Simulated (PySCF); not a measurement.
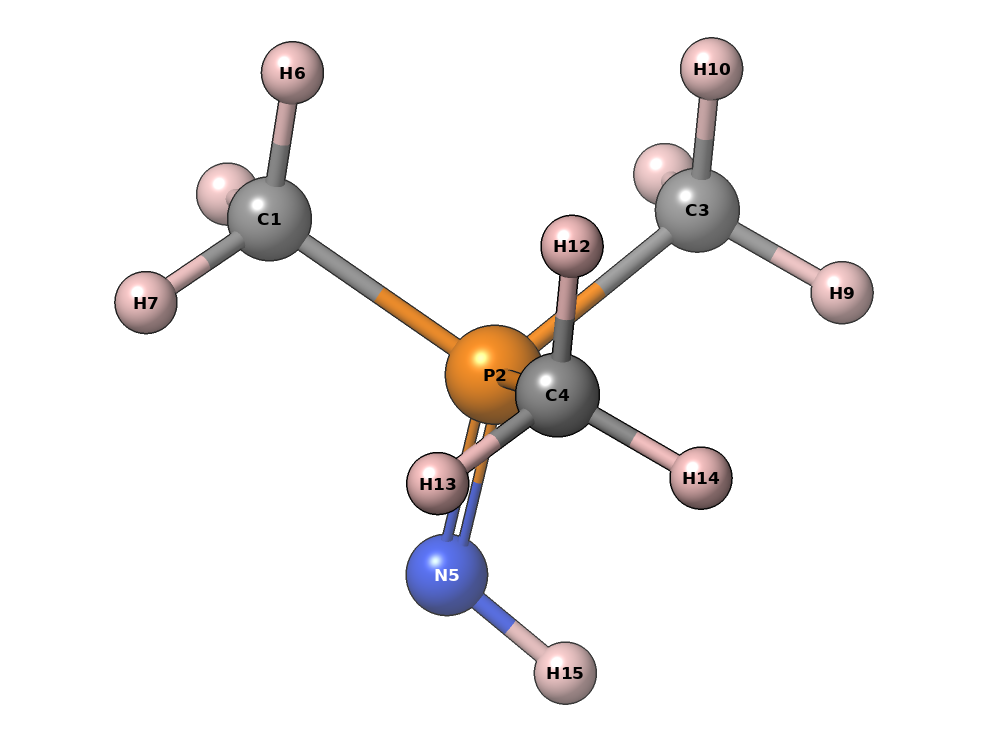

P2 lies behind C4. The molecule seen a little off the C4–P2 bond, C4 in front. Depth is shown by fading: the farther an atom, the more it takes the colour of the background. Computed geometry: PBE0-D3(BJ)/def2-SVP optimisation. No frequency run is at hand to confirm it as a minimum.

What is the torsion angle H12–C4–P2–N5? The sign is positive where the front bond must turn clockwise to cover the back bond.

−174°, antiperiplanar (anti). The bonds about C4–P2 are staggered.
